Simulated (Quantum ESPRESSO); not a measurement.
# Carrying a functional's shift from two faces of Ir to a third

Method. Quantum ESPRESSO 7.5 (pw.x, pp.x), GBRV ultrasoft files, cold smearing of 0.02 Ry; slabs at the tabulated lattice constant, relaxed under PBE by Ansatz 0.2.0; both functionals on the same atoms. Work functions in eV.

```
 face  area an atom (Å²)    PBE       LDA
(111)               6.39  5.517     5.889
(100)               7.37  5.554     5.913
(110)              10.43  4.992  withheld
```

One more run was made and is withheld. What does LDA give for (110)?

**Worked estimate.** The shifts from PBE are 5.889 − 5.517 = +0.372 eV and 5.913 − 5.554 = +0.359 eV, +0.365 eV in the mean. A rigid shift gives 4.992 + (+0.365) = 5.357 eV.

**The withheld run.** 5.355 eV; the estimate misses by +0.002 eV. The shift is rigid within 0.03 eV, so differences between faces carry over. The measured value for this face is 5.42 eV (“Anisotropic work function of elemental crystals” (2019, arxiv:1902.07811)), on a surface that reconstructs.

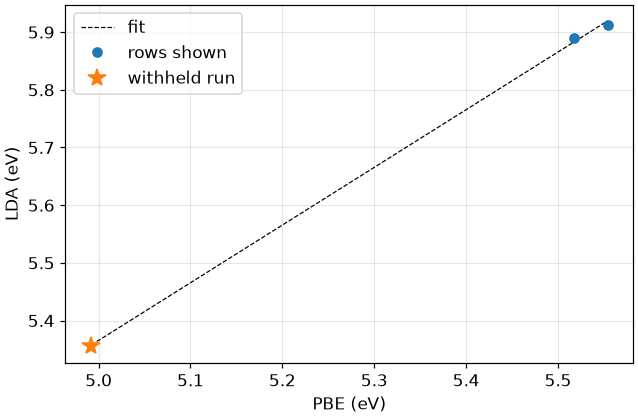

The rows shown, the fit and the withheld run.

**Limits.** Thin, unreconstructed slabs; thickness and mesh leave some 0.05 to 0.1 eV open, which largely cancels in the shift.

[Logs are printed without paths, hosts, clocks, repeated set-up lines and the standing remarks that a program may print on its own settings, such as how far it seeks lower states.]
